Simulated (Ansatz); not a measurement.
**ClH$_{2}$Si···NH$_{3}$ (doublet): density, localisation and related maps**

Input

```
crystal:
  periodic: [false, false, false]
  atoms:
    - { symbol: Si, position_ang: [0.079386, -0.046076, 0.037581] }
    - { symbol: H, position_ang: [0.699703, -0.559633, 2.576556] }
    - { symbol: Cl, position_ang: [1.87169, 0.111643, -1.050713] }
    - { symbol: H, position_ang: [-0.690406, 1.236825, -0.173156] }
    - { symbol: H, position_ang: [-0.702759, -1.18993, -0.558679] }
    - { symbol: "N", position_ang: [0.097021, -0.088915, 3.289999] }
    - { symbol: H, position_ang: [-0.868568, -0.383511, 3.091677] }
    - { symbol: H, position_ang: [0.147132, 0.919598, 3.085034] }
magnetization:
  spin_polarized: true
  initial_magnetization: 1
basis:
  gaussian: { orbitals: "6-31G*" }
hamiltonian:
  xc: revpbe
  dispersion: d4
relax:
  f_tol: 0.03
  max_steps: 50
output:
  orbitals: {}
```

Launched as:

```sh
ansatz run input.yaml --threads 2 --pin off --max-ram 3072MiB --backend cpu --events-out ev --progress --plain --runs-dir out
```

The fields are those of the run's last geometry, not of the input's.

Method: UKS revPBE-D4/6-31G* in Ansatz 0.2.0.

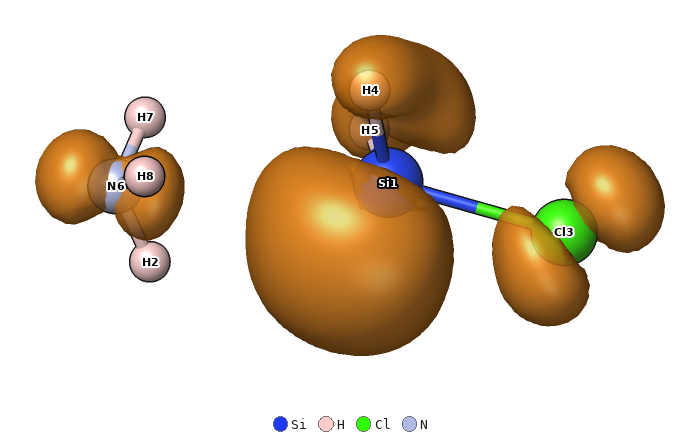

Figure 1. Isosurfaces of the spin density at +0.015 (orange) and −0.015 e/Å³ (purple), seen from one side.

**Which atoms carry the spin?**

The unpaired spin (1 electron) lies mostly on Si1 (about 0.7) and Cl3 (about 0.1), in electrons by Hirshfeld's partition. Only one sign reaches the isovalue.

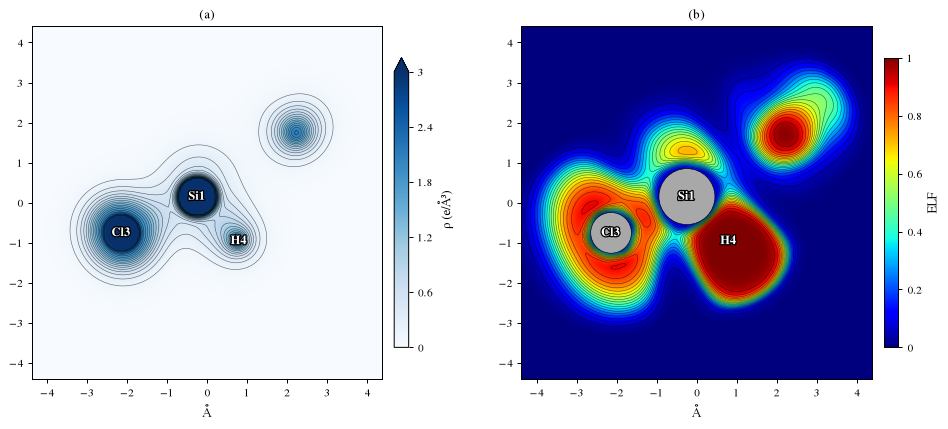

Figure 2. (a) electron density; (b) electron localisation function on the plane of atoms Cl3, Si1 and H4. Grey discs cover the atomic cores in the ELF map.

**Read the bonding off the picture.**

The section cuts through Si, Cl and H sites.
Si–Cl (2.10 Å): ρ is about 0.8 e/Å³ halfway; the ELF peaks at about 0.85 between the atoms: a shared but strongly polarised pair.
Si–H (1.51 Å): ρ at the midpoint is about 0.76 e/Å³; the ELF climbs to about 1 towards the hydrogen, as it does in any bond to H.
The ELF also peaks beside Cl3, away from the bonds: non-bonding electrons, paired or unpaired.

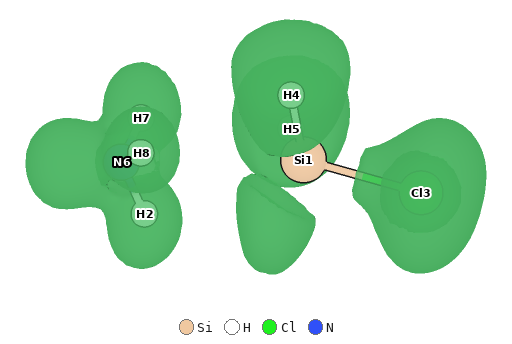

Figure 3. Isosurface of the electron localisation function at 0.75 (green), seen from one side. Only the valence region is drawn (cores and ρ < 0.01 e/Å³ removed).

**Where are the electrons localised?**

The surface consists of two regions around hydrogen nuclei, one region on Cl in which the atom's valence shell and bonds are merged, one lobe on Si, pointing away from the bonds (non-bonding electrons) and one joined region spread over several atoms (H, N), in which their bonds and any lone pairs are merged. Profiles from the grid: Si1···N6 (3.13 Å): the ELF is about 0.15 at the midpoint.

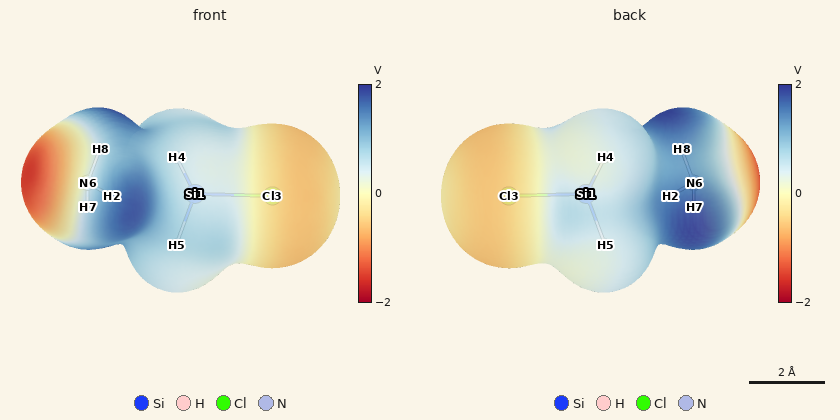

Figure 4. The electrostatic potential painted on the density surface at 0.002 e/bohr³, seen from the front and from behind; the colour scale runs from red (negative) to blue (positive).

**Where is the surface potential most negative and most positive?**

The most negative region (about −1.6 V) lies over N6, the most positive (about +1.9 V) over H7 and H8. N6 is the likeliest acceptor of a hydrogen bond.
